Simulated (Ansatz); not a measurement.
LaRe

The calculation's input:

```
crystal:
  lattice:
    - [3.630711815, 0.0, 0.0]
    - [0.0, 3.630711815, 0.0]
    - [0.0, 0.0, 3.630711815]
  atoms:
    - { symbol: La, position: [0.0, 0.0, 0.0] }
    - { symbol: Re, position: [0.5, 0.5, 0.5] }
basis:
  ecutwfc: 420
  ecutrho_ratio: 4
kpoints:
  mp_grid: { grid: [10, 10, 10] }
hamiltonian:
  xc: pbe
scf:
  occupations: { method: gaussian, width: 0.05 }
output:
  forces: true
  stress: true
  eigenvalues: true
  write_density: true
  write_potential: true
  elf: true
  volumetric_format: npy
```

Command:

```sh
ansatz run input.yaml --threads 2 --pin off --max-ram 2662MiB --backend cpu --events-out ev --progress --plain --runs-dir out
```

Below, planes, directions and counts refer to the conventional cell (a = 3.63 Å, b = 3.63 Å, c = 3.63 Å, α = 90.00°, β = 90.00°, γ = 90.00°).

Space group Pm-3m; started from the CsCl prototype, which need not be the ambient phase; changed on purpose from its base cell (volume × 1.040); computed pressure about −3 GPa in this cell; computed without spin polarisation.

Method: DFT PBE, scalar-relativistic, plane waves, PAW in Ansatz 0.2.0.

Predict the valence pseudo-density and electron localisation function between the atoms.

La–Re (3.14 Å): ρ is about 0.23 e/Å³ halfway; the ELF is about 0.25 at the midpoint; no shared electron pair shows on this line.

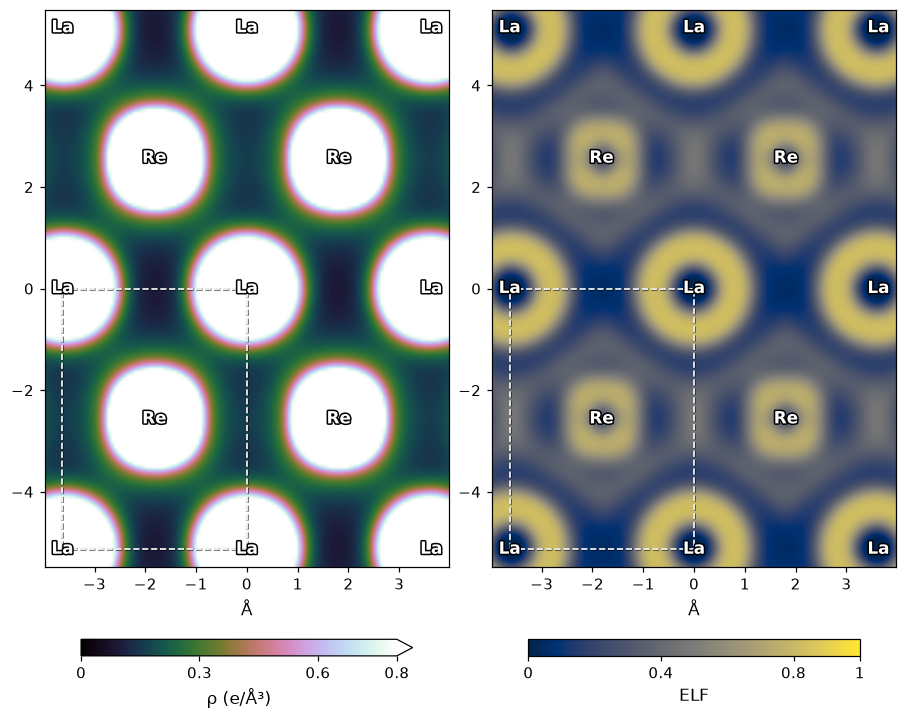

Computed valence pseudo-density and electron localisation function on the (11̄0) plane of the conventional cell, in this order. 

The density is the valence pseudo-density of a PAW calculation; it isn't the true density close to the nuclei.
